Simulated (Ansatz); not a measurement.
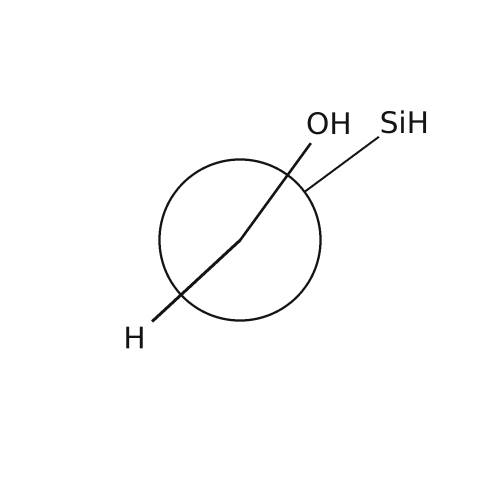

A Newman projection along the C–C bond, carbon in front; angles are drawn as computed, but eclipsed bonds slightly apart. Charge +1, singlet. Geometry: atoms displaced at random (about 0.05 Å) from a stationary point of GFN2-xTB.

Which molecule is it?

Answer. C2H3OSi (charge +1), O[CH+]C#[SiH]

What is the torsion angle from the front OH to the back SiH? The sign is positive where the front bond must turn clockwise to cover the back bond.

Answer. 3°, synperiplanar (eclipsed).
